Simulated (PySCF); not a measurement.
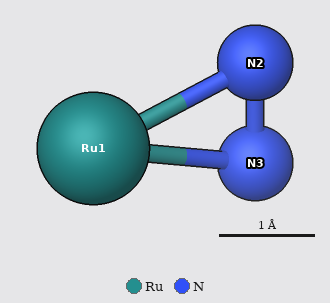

**Figure 1.** The input geometry (ball-and-stick view, seen at a tilt; atoms are numbered from 1 in the order of the input). Sticks mark near contacts.

Frequency calculation, with input and output: RuN₂

System: RuN₂.
Method: UKS-based PBE0, Ru def2-TZVP with ECP28, N def2-TZVP; non-relativistic Hamiltonian with a scalar-relativistic core potential; density fitting (PySCF 2.14.0).

### The input
```python
from pyscf import gto, scf, dft
mol = gto.M(atom='''
Ru    -0.000000     0.000000    -0.419827
N      0.575244    -0.000000     1.527599
N     -0.575244     0.000000     1.527599''',
    basis={'Ru': 'def2-TZVP', 'N': 'def2-TZVP'},
    ecp={'Ru': 'def2-TZVP'},
    charge=0, spin=0)
mf = dft.UKS(mol, xc='PBE0')
mf.grids.atom_grid = (75, 302)
aux = {'Ru': 'def2-universal-JKFIT', 'N': 'def2-universal-JKFIT'}
mf = mf.density_fit(auxbasis=aux)
mf.conv_tol = 1e-09
mf.diis_space = 10
mf.max_cycle = 60
mf.verbose = 4
mf.kernel()
```

The script is an equivalent of the set-up of the self-consistent field. The run itself was carried out by a driver, which started from the orbitals of the step before it where there was one and computed the further properties.

Hardware: 2 threads of Arm Neoverse N1, 98 GiB of memory available, shared host.

Launched with:
```bash
OMP_NUM_THREADS=2 python axn.py task.json out
```

### Output
```
init E= -204.230564684573
  alpha nocc = 15  HOMO = -0.20328728652927  LUMO = -0.0791325383145249
  beta  nocc = 15  HOMO = -0.205014674133886  LUMO = -0.0791325383145249
  HOMO = -0.203287286529  LUMO = -0.0791325383145  gap/eV = 3.37842
cycle= 1 E= -204.230564684571  delta_E= 1.99e-12  |g|= 2.62e-06  |ddm|= 2.39e-06
  alpha nocc = 15  HOMO = -0.203286131101139  LUMO = -0.0791319624728217
  beta  nocc = 15  HOMO = -0.205013499636696  LUMO = -0.0791319624728217
  HOMO = -0.203286131101  LUMO = -0.0791319624728  gap/eV = 3.37841
Extra cycle  E= -204.230564684548  delta_E= 2.35e-11  |g|= 7.59e-06  |ddm|= 6.88e-06
converged SCF energy = -204.230564684548  <S^2> = 0.99714071  2S+1 = 2.2335091
```

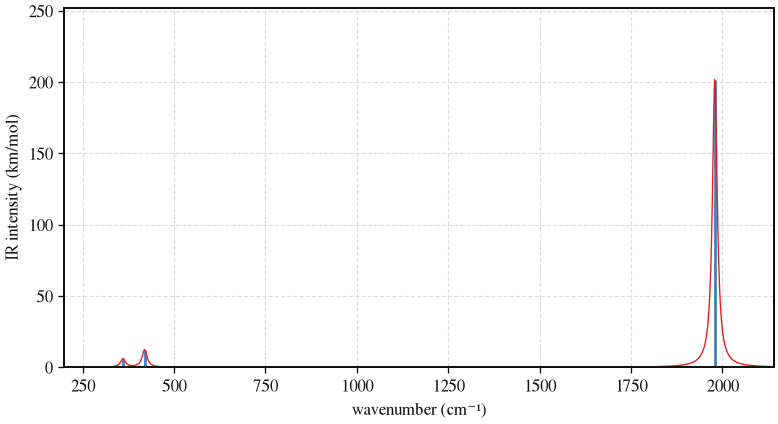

**Figure 2.** Harmonic infrared spectrum, unscaled: sticks (degenerate modes added up, dark ones marked on the axis) with a Lorentzian envelope of 16 cm⁻¹ full width, scaled to the tallest stick. 3 modes from 360 to 1979 cm⁻¹, none imaginary. The strongest line is at 1979 cm⁻¹ (202 km/mol). All modes, in cm⁻¹ (km/mol): 360 (6.0), 419 (12.4), 1979 (202).

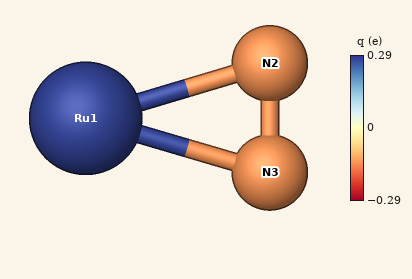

**Figure 3.** Mulliken charges, as the colour of each atom (ball-and-stick view, seen on its broad side; atoms are numbered from 1 in the order of the input). By element: Ru +0.27 and N −0.14 e.

### Summary

| quantity | value |
| --- | --- |
| outcome | converged |
| total energy | −204.230565 hartree |
| ⟨S²⟩ | 0.997 |
| HOMO | −5.53 eV |
| LUMO | −2.15 eV |
| zero-point energy | 0.006285 hartree |
| dipole moment | 3.13 D |
| wavenumbers, lowest and highest | 360 and 1979 cm⁻¹ |
| wall time | 61 s (CPU time 1.8 min) |
| peak memory | 1.1 GiB |

Checks after the run noted: spin contamination. ⟨S²⟩ is 1.00 against 0.00 for a pure state: the solution is spin-contaminated.
